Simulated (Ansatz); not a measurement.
## Electronic structure of C4H7F3Ge in real space

The calculation's input:

```
crystal:
  periodic: [false, false, false]
  atoms:
    - {symbol: C, position_ang: [-0.945056, 2.539830, -0.131114]}
    - {symbol: C, position_ang: [0.477608, 2.072891, 0.196314]}
    - {symbol: C, position_ang: [1.288955, 1.854170, -1.034891]}
    - {symbol: C, position_ang: [1.621880, 0.694444, -1.628019]}
    - {symbol: F, position_ang: [1.668859, 3.010279, -1.601970]}
    - {symbol: F, position_ang: [1.409581, -1.108787, 0.748250]}
    - {symbol: F, position_ang: [-0.745863, -0.906357, -0.851695]}
    - {symbol: Ge, position_ang: [0.992696, -0.959028, -0.935138]}
    - {symbol: H, position_ang: [-1.494051, 2.773275, 0.792907]}
    - {symbol: H, position_ang: [-0.929088, 3.443929, -0.758526]}
    - {symbol: H, position_ang: [-1.488721, 1.746550, -0.665467]}
    - {symbol: H, position_ang: [0.999802, 2.835381, 0.800453]}
    - {symbol: H, position_ang: [0.460978, 1.147083, 0.791994]}
    - {symbol: H, position_ang: [2.200568, 0.728035, -2.556775]}
    - {symbol: H, position_ang: [1.399718, -2.248328, -1.641503]}
basis:
  gaussian: {orbitals: def2-SVPD}
hamiltonian: {xc: pbe0}
output: {forces: true, orbitals: {seedname: orbitals}}
```

Run with:

```sh
ansatz run input.yaml --threads 4 --pin off --max-ram 7830MiB --events-out events.jsonl --progress --plain --runs-dir runs
```

Geometry: r2SCAN-D4/def2-SVP.

Computed with isolated molecule in a Gaussian basis; Kohn-Sham density functional theory, functional PBE0 (Ansatz 0.2.0).

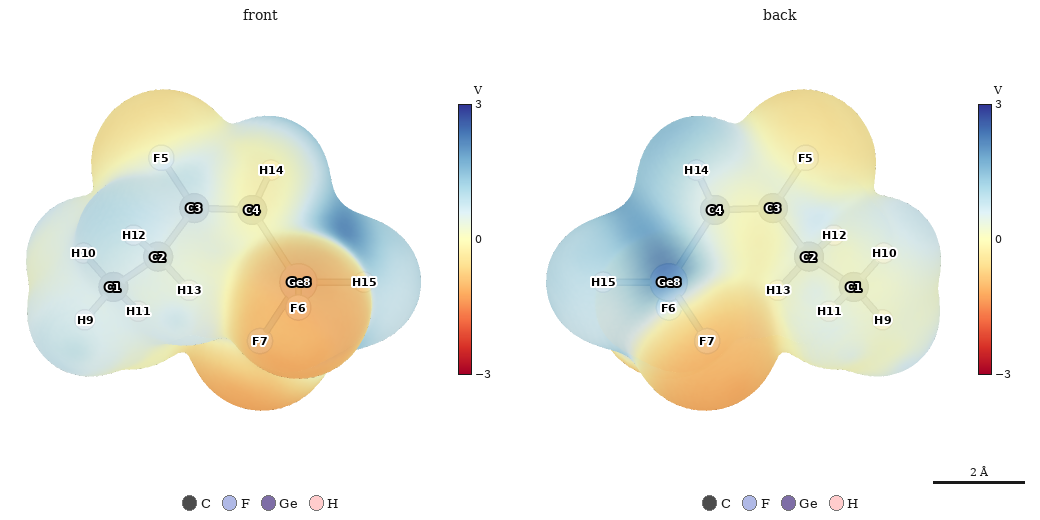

Figure 1. The electrostatic potential painted on the density surface at 0.002 e/bohr³, seen from the front and from behind; the colour scale runs from red (negative) to blue (positive).

Question: Describe the electrostatic potential map.

Answer: The most negative region (about −1.2 V) lies over F6 and F7, the most positive (about +2.1 V) over Ge8.

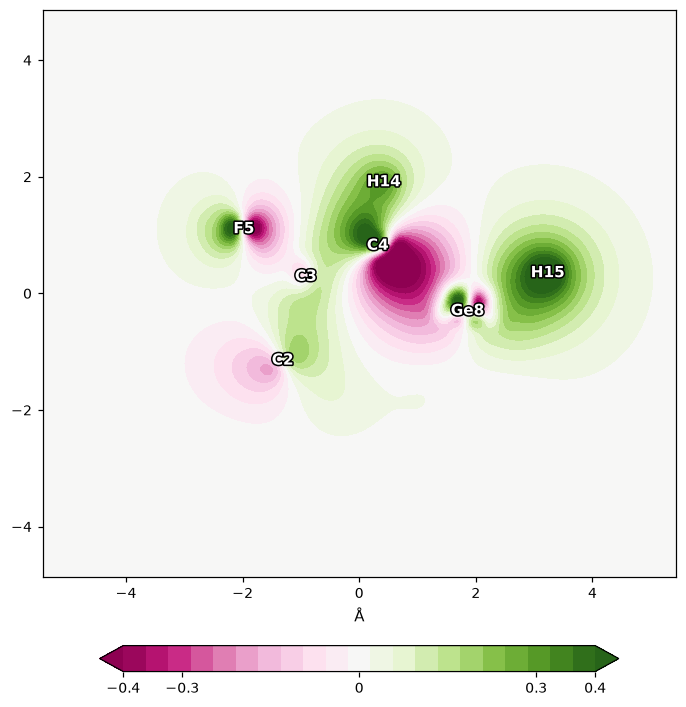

Figure 2. The HOMO−1 on the plane of atoms C2, C3 and C4 (values in Å⁻³ᐟ²; the overall sign is arbitrary).

Question: What is the character of this orbital?

Answer: It lies mainly on C4 (about 20 %), Ge8 (about 20 %), H15 (about 15 %), F7 (about 10 %) and F6 (about 10 %). Its energy is −9.90 eV.

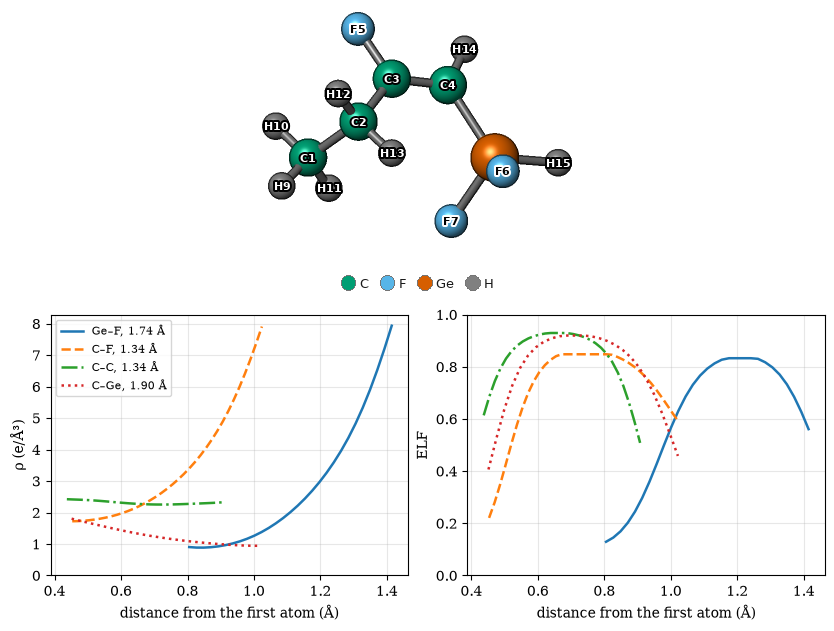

Figure 3. Total electron density and electron localisation function along straight lines between neighbouring atoms. The curves leave out the atomic cores. The structure is drawn too.

Question: What can be read from the curves?

Answer: Ge–F (1.74 Å): ρ at the midpoint is about 0.9 e/Å³; the ELF peaks at about 0.85 in the valence shell of F, 0.6 Å from its nucleus, and is about 0.20 at the midpoint.
C–F (1.34 Å): the density is about 2.3 e/Å³ at the midpoint; the ELF peaks at about 0.85 between the atoms (a polar covalent bond).
C–C (1.34 Å): ρ at the midpoint is about 2.3 e/Å³; the ELF peaks at about 0.95 between the atoms: a multiple bond.
C–Ge (1.90 Å): ρ is about 0.96 e/Å³ halfway; the ELF peaks at about 0.90 in the valence shell of C, 0.7 Å from its nucleus, and is about 0.70 at the midpoint.
